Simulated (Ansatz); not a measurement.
**BSiH+ (doublet): inputs that go wrong**

4 inputs are run for BSiH+ (doublet) as typed; the log has to tell whether the result can be used and what must change.

Computed with Ansatz 0.2.0, Gaussian basis. Level: the settings change from run to run.

13 further runs of the same task are left out: 6 that didn't finish, 7 set aside as unsound or not needed.

### Step 1. The geometry

The geometry is a PBE0/def2-TZVP stationary point (not a proven minimum) of the parent state, kept for this charge and spin.

3 atoms, charge 1, spin multiplicity 2.

Atoms are counted from 1 here; the program's logs count them from 0.

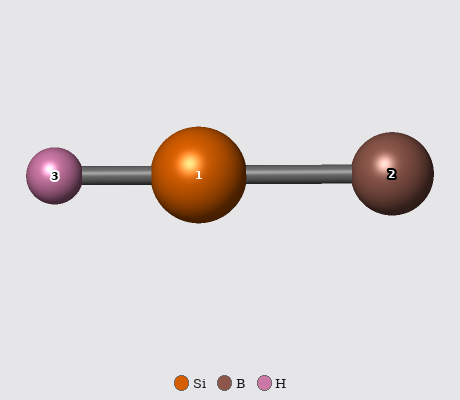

The geometry (silicon orange, boron brown, hydrogen pink); atoms are numbered from 1 in the order of the file.

### Step 2. Input 1

in.yaml reads:

```yaml
crystal:
  periodic: [false, false, false]
  atoms:
    - {symbol: Si, position_ang: [0.000000, 0.000000, 0.174230]}
    - {symbol: B, position_ang: [0.000000, 0.000000, -1.864326]}
    - {symbol: H, position_ang: [0.000000, 0.000000, 1.690095]}
basis:
  gaussian: {orbitals: def2-SVPD, point_charges: [{charge: -0.50, position_ang: [3.348, -0.938, 0.333]}]}
total_charge: 1
magnetization: {spin_polarized: false, initial_magnetization: 2}
hamiltonian: {xc: {name: B3LYP}}
correlation: {method: bccd_t, electrons: outside_noble_gas, diis_vectors: 1}
scf: {lower_state_search: off}
output: {forces: true}
```

Launch:

```console
ansatz run in.yaml --threads 1 --pin off --events-out ev --progress --plain --max-ram 2393MiB
```

Standard output:

```text
Error: a molecule whose nuclei and cores have a total charge of 20 cannot have a net charge of 1 together with 2 unpaired electrons
```

It took 0.03 s on 1 thread of Arm Neoverse V2, shared host.

Diagnosis: The run was refused. The number of unpaired electrons doesn't fit the electron count. To mend it, make charge and initial_magnetization agree.

### Step 3. Input 2

in.yaml reads:

```yaml
crystal:
  periodic: [false, false, false]
  atoms:
    - {symbol: Si, position_ang: [0.000000, 0.000000, 0.174230]}
    - {symbol: B, position_ang: [0.000000, 0.000000, -1.864326]}
    - {symbol: H, position_ang: [0.000000, 0.000000, 1.690095]}
basis:
  gaussian: {orbitals: "6-31++G**"}
total_charge: 1
magnetization: {spin_polarized: false, initial_magnetization: 1}
correlation: {method: mp2, frozen_orbitals: {Si: 0}}
accuracy: high
```

Same command.

Standard output:

```text
Functional definition: HF
  name "HF"
  cite "Fock, Z. Phys. 61, 126 (1930) doi:10.1007/BF01340294"
  parent pbe
  exchange = exact_x
  correlation = 0
Error: "frozen_orbitals" has no count for B
```

Wall time 0.03 s (1 thread of Arm Neoverse V2, shared host).

**Diagnosis.** The run was refused. The frozen-orbital counts are incomplete or too large. Cure: leave frozen_orbitals out, or give each element a count that its core has.

### Step 4. Input 3

in.yaml reads:

```yaml
crystal:
  periodic: [false, false, false]
  atoms:
    - {symbol: Si, position_ang: [0.000000, 0.000000, 0.174230]}
    - {symbol: B, position_ang: [0.000000, 0.000000, -1.864326]}
    - {symbol: H, position_ang: [0.000000, 0.000000, 1.690095]}
basis:
  gaussian: {orbitals: def2-SVP}
total_charge: 1
correlation: {method: fic_mrcisd_q, electrons: valence, active_space: {window: {electrons: 3, orbitals: 3}}}
scf: {lower_state_search: light}
magnetization: {spin_polarized: true, initial_magnetization: 1}
```

Same command.

Standard output:

```text
Error: invalid value for `correlation.active_space`: it starts from restricted Hartree–Fock orbitals; set hamiltonian.xc: hf without magnetization.spin_polarized
```

Wall time 0.03 s (1 thread of Arm Neoverse V2, shared host).

What is wrong: The run was refused. An active space is asked on unrestricted orbitals. To mend it, drop spin_polarized: true.

### Step 5. Input 4

in.yaml reads:

```yaml
crystal:
  periodic: [false, false, false]
  atoms:
    - {symbol: Si, position_ang: [0.000000, 0.000000, 0.174230]}
    - {symbol: B, position_ang: [0.000000, 0.000000, -1.864326]}
    - {symbol: H, position_ang: [0.000000, 0.000000, 1.690095]}
basis:
  gaussian: {orbitals: cc-pVDZ}
total_charge: 1
magnetization: {spin_polarized: false, initial_magnetization: 1}
correlation: {active_space: {window: {electrons: 3, orbitals: 3}, states: [{multiplicity: 2, weights: [-1, 1]}]}}
```

Launched as before.

Standard output:

```text
Error: set 0 asks for 2 states and needs as many positive weights; it has [-1.0, 1.0]
```

Wall time 0.03 s (1 thread of Arm Neoverse V2, shared host).

What is wrong: The run was refused. The list of states asked for (weights, spin or count) can't be met. Cure: mend what the message names.

### Step 6. How the runs ended

| input | level | ended | cause | time |
| --- | --- | --- | --- | --- |
| 1 | BCCD(T)/def2-SVPD | refused | the number of unpaired electrons doesn't fit the electron count | 0.03 s |
| 2 | MP2 on ROHF/6-31++G** | refused | the frozen-orbital counts are incomplete or too large | 0.03 s |
| 3 | MRCISD+Q(3,3)/def2-SVP | refused | an active space is asked on unrestricted orbitals | 0.03 s |
| 4 | CASSCF(3,3)/cc-pVDZ | refused | the list of states asked for (weights, spin or count) can't be met | 0.03 s |

4 refused.
